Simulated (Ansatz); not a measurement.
CH5ClO2Sn (SMILES [CH3][Sn]([OH])([OH])[Cl])

The calculation's input:

```
crystal:
  periodic: [false, false, false]
  atoms:
    - {symbol: C, position_ang: [-1.461659, -0.727371, -0.448459]}
    - {symbol: Sn, position_ang: [0.294587, 0.299142, 0.102407]}
    - {symbol: O, position_ang: [1.348376, -0.577670, 1.494025]}
    - {symbol: O, position_ang: [1.433358, 0.476761, -1.466851]}
    - {symbol: Cl, position_ang: [-0.118576, 2.427657, 0.966685]}
    - {symbol: H, position_ang: [-1.841634, -0.299088, -1.374575]}
    - {symbol: H, position_ang: [-2.201011, -0.623333, 0.343517]}
    - {symbol: H, position_ang: [-1.218243, -1.778623, -0.597270]}
    - {symbol: H, position_ang: [1.517239, 0.002508, 2.241422]}
    - {symbol: H, position_ang: [2.330764, 0.748919, -1.257900]}
basis:
  gaussian: {orbitals: def2-TZVPP}
hamiltonian: {xc: pbe0, dispersion: d4}
output: {orbitals: {seedname: orbitals}}
```

Command:

```sh
ansatz run in.yaml --threads 4 --pin off --events-out ev --progress --plain --max-ram 10444MiB
```

Geometry: PBE0-D4/def2-TZVP; core potentials replace the inner electrons of Sn.

The calculation used RKS PBE0-D4/def2-TZVPP (Ansatz).

What can the converged electron density and electron localisation function tell about the bonding?

Answer. Sn–O (1.95 Å): ρ is about 0.85 e/Å³ halfway; the ELF peaks at about 0.85 in the valence shell of O, 0.6 Å from its nucleus, and drops to about 0.15 between the two atoms.
Sn–Cl (2.33 Å): the density is about 0.61 e/Å³ at the midpoint; the ELF peaks at about 0.80 in the valence shell of Cl, 0.8 Å from its nucleus, and drops to about 0.15 between the two atoms.
O–H (0.96 Å): ρ at the midpoint is about 3.8 e/Å³; the ELF climbs to about 1 towards the hydrogen, as it does in any bond to H: a covalent bond by its length.

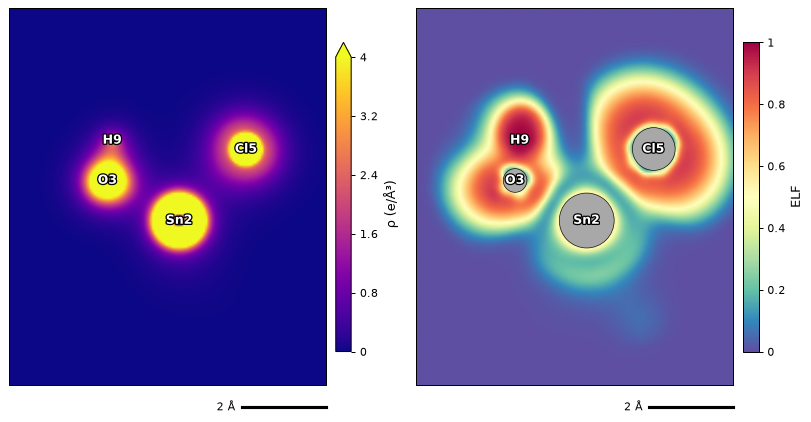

Computed electron density and electron localisation function on the plane of atoms Sn2, O3 and H9, in this order. Grey discs cover the atomic cores in the ELF map. 
